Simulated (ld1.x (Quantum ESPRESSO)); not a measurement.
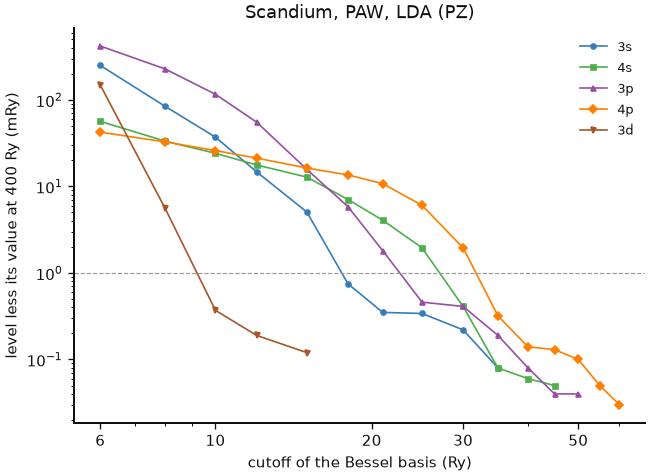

The pseudo-atom Hamiltonian at the reference potential is diagonalised in spherical Bessel functions (20 bohr box) up to the cutoff. Curves: distance of each valence level from its value at 400 Ry.

Input of ld1.x (Quantum ESPRESSO) 7.5:

```
 &input
   title='Sc', zed=21., rel=1, dft='PZ', iswitch=3,
   config='[Ar] 3d1 4s2 4p0',
   nld=3, rlderiv=3.35, eminld=-6.0, emaxld=5.0, deld=0.02
 /
 &inputp
   pseudotype=3, lpaw=.true., tm=.true., lloc=-2, rcloc=1.35,
   nlcc=.true., new_core_ps=.true., rcore=1.00,
   which_augfun='PSQ', rmatch_augfun_nc=.true.,
   file_pseudopw='Sc.UPF', file_wfcaegen='ae.wfc', file_wfcncgen='nc.wfc', file_beta='beta', file_chi='chi', file_wfcusgen='us.wfc'
 /
6
3S  1  0   2.00   0.00  1.55  1.75  0.0
4S  2  0   2.00   0.00  1.55  1.75  0.0
3P  2  1   6.00   0.00  1.70  1.90  0.0
4P  3  1   0.00   0.00  1.70  1.90  0.0
3D  3  2   1.00   0.00  2.25  3.10  0.0
3D  3  2   0.00   1.95  2.25  3.10  0.0
 &test
   configts(1)='3s2 3p6 3d1 4s2 4p0'
 /
```

Command:
```bash
ld1.x < Sc.in > Sc.out
```

Functional and relativity: LDA (PZ), scalar-relativistic.

Question: At which cutoff does each level come within 1 mRy for good?

Answer: 3s: 18 Ry; 4s: 30 Ry; 3p: 25 Ry; 4p: 35 Ry; 3d: 10 Ry.

Question: What cutoffs are needed for 10 mRy and 1 mRy in the sum of levels?

Answer: 25 Ry and 40 Ry, on the ladder of cutoffs that was run.
